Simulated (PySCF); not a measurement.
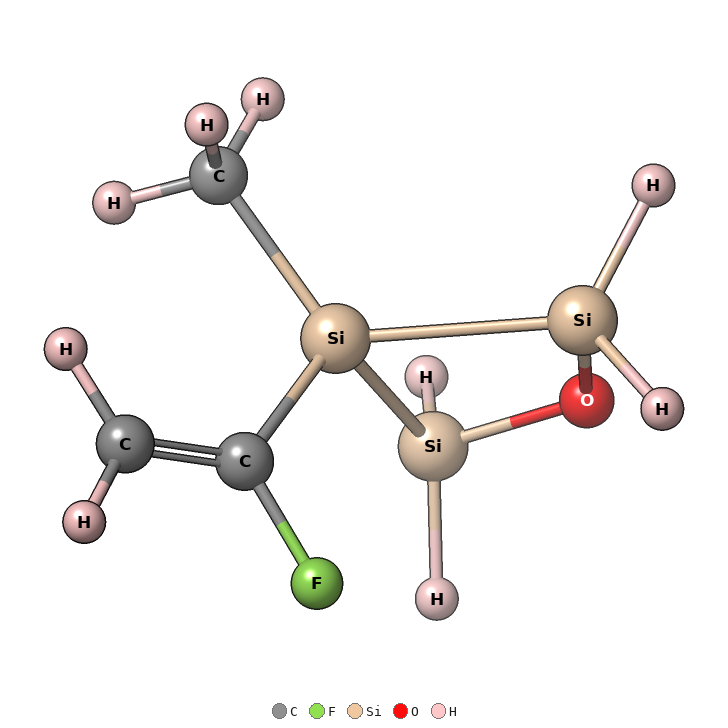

Atoms fade into the background with distance from the viewer. The computed structure is the end point of a GFN2-xTB optimisation. No frequency run is at hand to confirm it as a minimum.

Which symmetry elements does this geometry have?

Answer. It has 1 mirror plane, so the point group is Cs. The group has 2 operations. The geometry is achiral, and symmetry allows a dipole moment.
